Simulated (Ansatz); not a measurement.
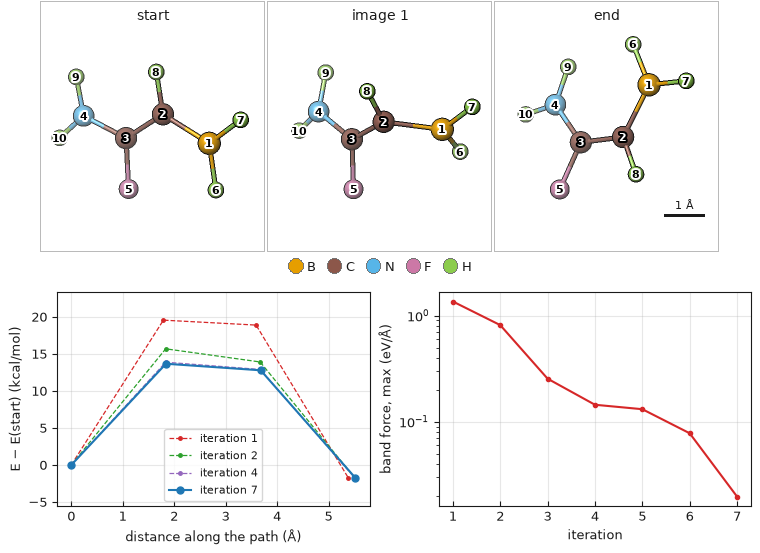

A nudged-elastic-band calculation for C$_{2}$H$_{5}$BFN. Images are numbered from 0 (start) to 3 (end). The plot follows the band through its iterations. A ball-and-stick model, seen at a tilt.

All numbers below come from RKS PBE0-D4/def2-SVP (Ansatz). Run with 2 movable images; no climbing image; force threshold 0.05 eV/Å; iteration limit 60; starting path by image-dependent pair potential.

> How did the profile develop, and is the result final?

The run is converged, with reservations. The band converged in 7 iterations. The largest component of the band force went from 1.4 to 0.02 eV/Å. No image climbed, so the highest image needn't lie on the saddle point, and the true maximum along this path can be higher. So few images resolve the path coarsely. The first iteration put the highest image at 19.6 kcal/mol. Forward barrier 13.7 kcal/mol, backward barrier 15.4 kcal/mol, with image 1 at the top; the reaction energy is −1.7 kcal/mol.

The run took 30 s on 2 threads of Intel(R) Xeon(R) Platinum 8488C (Sapphire Rapids), on a shared host, peak memory 0.2 GiB.
